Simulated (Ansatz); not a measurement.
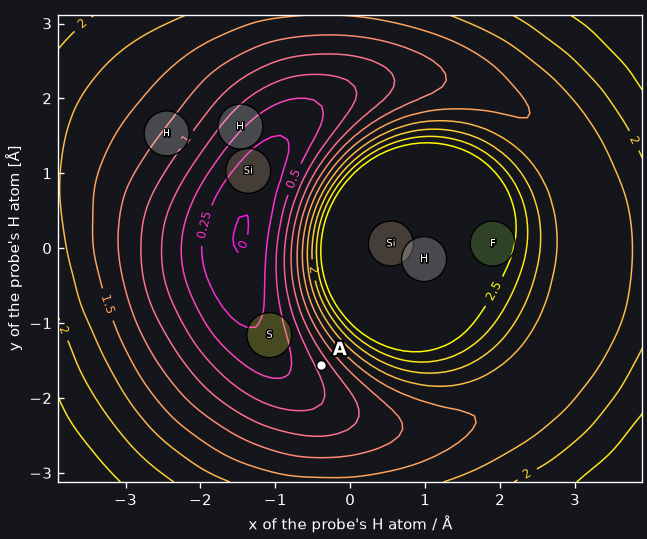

FH₃SSi₂ (SMILES F[SiH]1[SiH2]S1) with the probe H. 
- The probe is moved over a plane parallel to the molecule's main plane, 3.70 Å above it.
- The first coordinate is: x of the probe's H atom; the second: y of the probe's H atom.
- Nothing is relaxed (molecule and probe rigid).
- The scan uses a 21 × 17 grid.
- All energies are given in kJ/mol relative to the lowest grid point.
- The calculation used UKS PBE-D4/def2-SVP in Ansatz 0.2.0.

The picture shows contour lines labelled in kJ/mol (none above 2.5), labelled circles for the molecule's atoms, projected on the plane, the point A. Between grid points the surface is interpolated.

Is A at rest? If not, where is it pushed?

A, at x of the probe's H atom = −0.39 Å, y of the probe's H atom = −1.56 Å, is not a stationary point. The computed force is 0.015 eV/Å in the plane, pointing down and left in the picture (components −0.013 and −0.008 eV/Å).
